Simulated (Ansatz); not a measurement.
**How far to go with the k-point mesh at a smearing width of 0.05 eV: SrGaSi (P3m1, 3 atoms in the cell)**

```
SrGaSi
1.0
    4.19212     0.00000     0.00000
   -2.09606     3.63048     0.00000
    0.00000     0.00000     4.75003
Sr Ga Si
1 1 1
Direct
  0.00000   0.00000   0.01053
  0.33333   0.66667   0.50000
  0.66667   0.33333   0.50000
```

Level of theory: PBEsol, default PAW files made with PBE (plane waves; Ansatz, a program for electronic structure).

Base settings: basis.ecutwfc = 420 eV; kpoints.mp_grid.grid = 9 9 7; hamiltonian.xc = pbesol; hamiltonian.pseudopotentials = {kind: paw} (the program's default PAW files); scf.occupations.method = fermi_dirac; scf.occupations.width = 0.1 eV.

In this ladder: scf.occupations.width = 0.05 eV.

The second cell is the first with its lattice scaled by 0.98.

Only quantities that move along the ladder and can be compared are tabulated.

The count of work is k-points × plane waves × bands × iterations; it is no time. Core times come from one kind of shared machine, to one figure; runs under 30 s give none.

The starting cell comes from a database of computed structures (which also holds hypothetical and non-ambient phases and stackings), without a prior relaxation at this level. Its lattice was rescaled by up to half a per cent. One atom was moved a little off its site on purpose. Ansatz's pressure includes its estimate of the finite-basis (Pulay) stress.

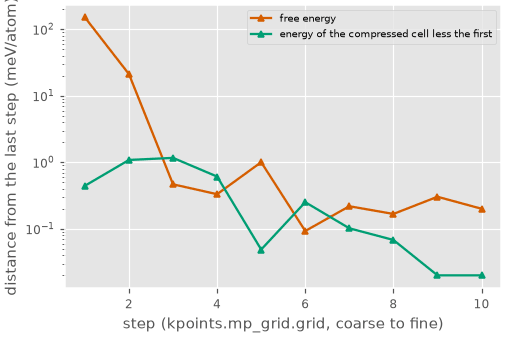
Distance from the last step along the ladder; very small values are drawn at a floor.

| kpoints.mp_grid.grid | free energy less the last step's (meV/atom) | energy of the compressed cell less the first (meV/atom) | pressure (GPa) | largest difference of a force vector from the last step's (eV/Å) | count of work / last | core time / last (rough) |
|---|---|---|---|---|---|---|
| 3 3 3 | 150.77 | -1.51 | -1.90 | 0.005 | 0.0084 | – |
| 4 4 3 | 21.16 | -2.15 | -1.94 | 0.002 | 0.011 | – |
| 5 5 4 | 0.47 | -2.23 | -1.95 | 0.013 | 0.020 | – |
| 6 6 4 | -0.33 | -1.68 | -1.93 | 0.002 | 0.029 | – |
| 7 7 5 | -1.00 | -1.11 | -1.82 | 0.008 | 0.044 | – |
| 8 8 6 | 0.09 | -1.32 | -1.86 | 0.004 | 0.069 | – |
| 10 10 8 | 0.22 | -1.17 | -1.85 | 0.003 | 0.13 | – |
| 12 12 9 | 0.17 | -1.13 | -1.85 | 0.001 | 0.20 | – |
| 15 15 11 | -0.30 | -1.07 | -1.84 | 0.002 | 0.35 | 0.4 |
| 18 18 14 | -0.20 | -1.07 | -1.84 | 0.000 | 0.63 | 0.6 |
| 21 21 17 | 0.00 | -1.06 | -1.84 | 0.000 | 1.0 | 1 |

Coarsest kpoints.mp_grid.grid that holds the energy of the compressed cell less the first within 0.5 meV/atom of the last step, with all finer ones: 7 7 5, at 0.044 of the last step's count of work; the step before is off by 0.61 meV/atom.

Coarsest kpoints.mp_grid.grid that holds the forces within 0.005 eV/Å of the last step, with all finer ones: 8 8 6, at 0.069 of the last step's count of work; the step before is off by 0.008 eV/Å.

Coarsest kpoints.mp_grid.grid that holds the free energy within 2 meV/atom of the last step, with all finer ones: 5 5 4, at 0.020 of the last step's count of work; the step before is off by 21 meV/atom.

The energy difference between the two cells stays within 1 meV/atom of the last step's from 6 6 4 on, the total only from 8 8 6 on: much of the error is common to both cells and cancels.

Two neighbours can agree and both be off: 4 4 3 and 5 5 4 differ by 0.08 meV/atom in the energy of the compressed cell less the first, yet lie about 1.2 meV/atom from the last step.

Keys are those of Ansatz 0.2.
